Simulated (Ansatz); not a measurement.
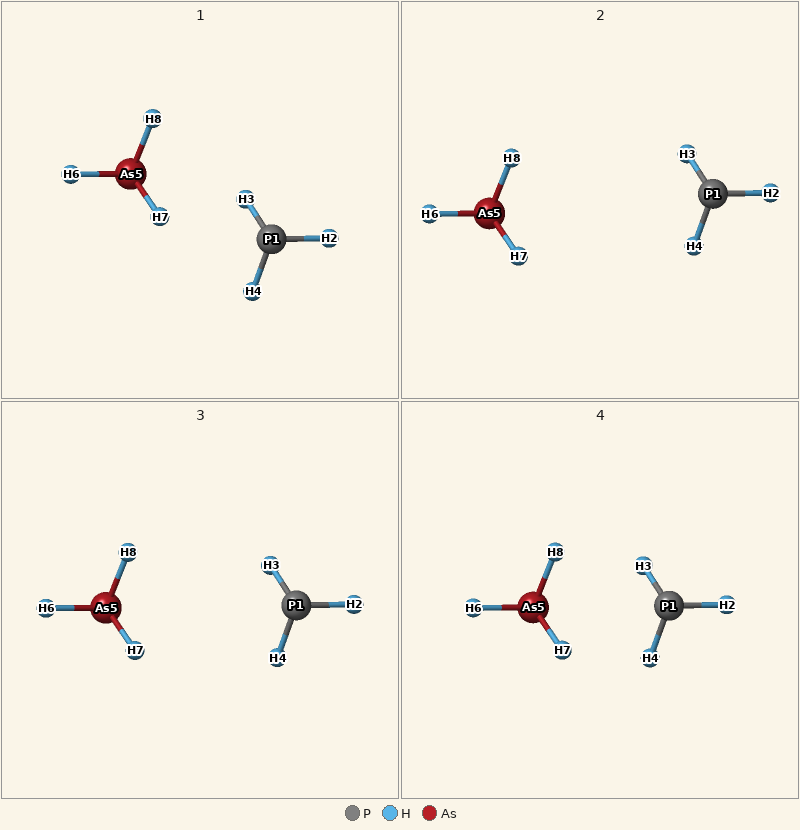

The pair H₃P···AsH₃. 
- First axis: separation of As5 and P1 along their line in the relaxed pair. Second axis: sideways slip of P1, H2, H3, H4.
- Nothing is relaxed (both partners rigid).
- The scan uses a 9 × 9 grid.
- Points are written as (first, second).
- Energies are in kcal/mol, from the lowest grid point.
- All numbers below come from RKS PBE0-D4/def2-TZVPD (Ansatz).

The numbered pictures are structures from this grid.

> Rank them by energy, lowest first.

4, at (3.407 Å, 0.000 Å): 0.13 kcal/mol; 1, at (3.407 Å, −1.500 Å): 0.58 kcal/mol; 3, at (4.772 Å, 0.000 Å): 0.98 kcal/mol; 2, at (5.634 Å, 0.375 Å): 1.44 kcal/mol.

The map, with the structures marked:

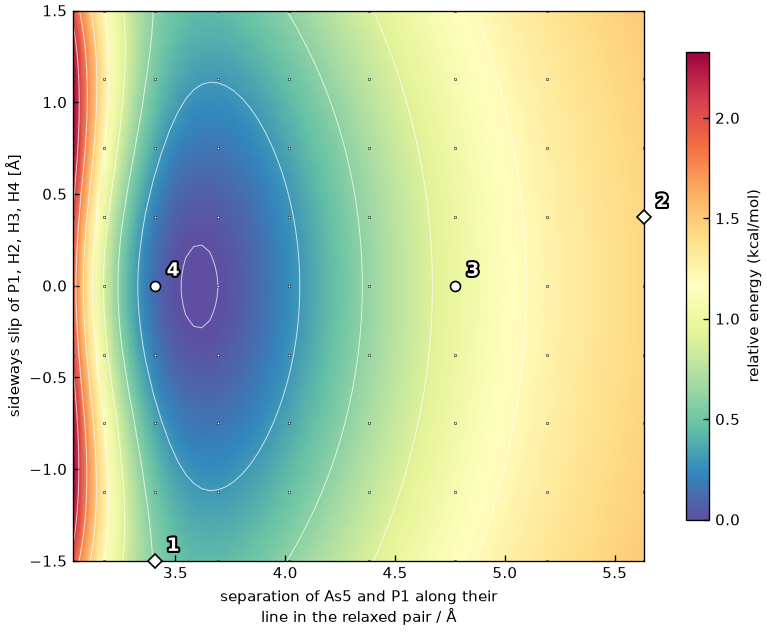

Drawn: a smooth colour map with a few white contour lines, dots at the grid points. Between grid points the surface is interpolated.
